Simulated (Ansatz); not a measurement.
A ladder of methods for Ge2H6 (digermane)

The species is Ge2H6 (8 atoms), meant as a singlet with charge 0. SMILES: `[GeH3][GeH3]`. Geometry: relaxed at PBE0-D4/def2-TZVP. The run starts from this shape.

Quantity: the adiabatic ionisation energy (to the doublet cation, no zero-point term), in eV. The values are calculated.

```
                             level                    kind  program  value (eV)  CPU time (all runs)
                         HF/STO-3G            Hartree–Fock   Ansatz        7.43                 10 s
                          HF/3-21G            Hartree–Fock   Ansatz        8.43                 10 s
   HF/6-31G* (Cartesian functions)            Hartree–Fock   Ansatz        8.34                 36 s
B3LYP/6-31G* (Cartesian functions)           global hybrid   Ansatz        9.25                 55 s
                  wB97X-V/def2-SVP  range-separated hybrid   Ansatz        9.44                 66 s
  MP2/6-31G* (Cartesian functions)     perturbation theory   Ansatz        8.98                 60 s
```

All-electron rows without a relativistic Hamiltonian named are non-relativistic. The values span 7.43 to 9.44 eV. In the correlated wave-function rows the outer d shell of Ge is correlated, in sets not made for it. CPU times are rough (shared hosts, several kinds of processor and program).

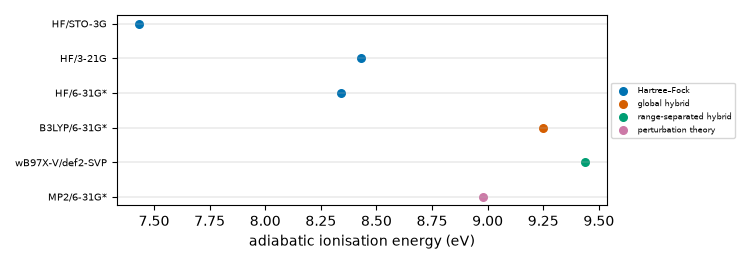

The values of the table, level by level.
